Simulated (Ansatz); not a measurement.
Consider Sn (space group I4_1/amd, No. 141; a = 5.887 Å, c = 3.186 Å; relaxed with 0.1 eV smearing). Axes: x, y, z lie along a, b, c of the conventional cell.

Structures relaxed with Kohn–Sham DFT with the r2SCAN functional, run in Ansatz (a quantum-chemistry and plane-wave program) with PAW and 500 eV plane waves, no spin-orbit coupling.

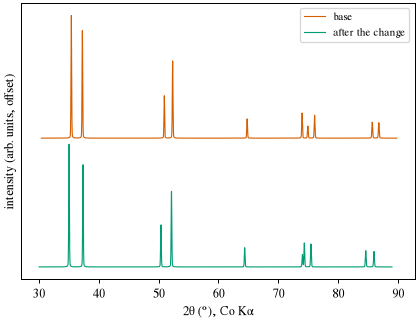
*Simulated powder patterns before (top) and after one change*

**Question.** Which of these changes matches the shifts?
A) uniaxial strain ε_yy = −0.83 %
B) biaxial strain +1.04 %, plane normal [001], relaxed out of plane
C) uniaxial strain ε_yy = −2.88 %
D) tensor shear ε_xz = −0.96 %

**Answer.** B, biaxial strain +1.04 %, plane normal [001], relaxed out of plane. Its volume per atom is 28.00 Å³ against 27.60 Å³, and its space group is I4_1/amd (No. 141).

A biaxial case was relaxed in a doubled cell and then solved in the primitive one. Stability against distortions was not tested.
